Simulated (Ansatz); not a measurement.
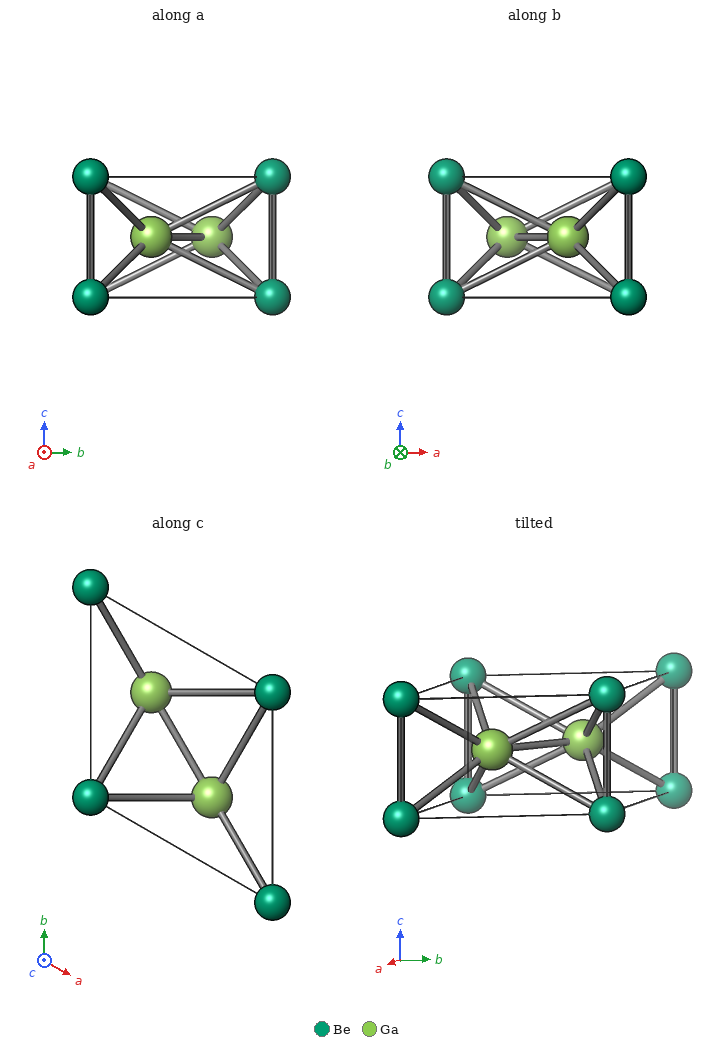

Structure drawing (ball-and-stick), viewed along the a axis, along the b axis, along the c axis and slightly off an axis. One conventional unit cell is outlined, and atoms on its boundary appear in each equivalent place.

Lattice parameters: a = 4.5469 Å, b = 4.5469 Å, c = 2.6071 Å, α = 90.000°, β = 90.000°, γ = 120.000°.

Question: Give the structure in the form of a CIF with its space group and independent sites.

Answer:
```cif
data_structure
_symmetry_space_group_name_H-M 'P 6/m m m'
_symmetry_Int_Tables_number 191
_cell_length_a 4.5469
_cell_length_b 4.5469
_cell_length_c 2.6071
_cell_angle_alpha 90.000
_cell_angle_beta 90.000
_cell_angle_gamma 120.000
_cell_volume 46.68
loop_
_atom_site_label
_atom_site_type_symbol
_atom_site_symmetry_multiplicity
_atom_site_Wyckoff_symbol
_atom_site_fract_x
_atom_site_fract_y
_atom_site_fract_z
_atom_site_occupancy
Be1 Be 1 a 0.0000 0.0000 0.0000 1
Ga1 Ga 2 d 0.3333 0.6667 0.5000 1
```

Provenance: a structure type filled with these elements by a generator (whether the compound takes this form wasn't checked). The geometry was optimised with DFT PBE, scalar-relativistic, plane waves, PAW in Ansatz 0.2.0.
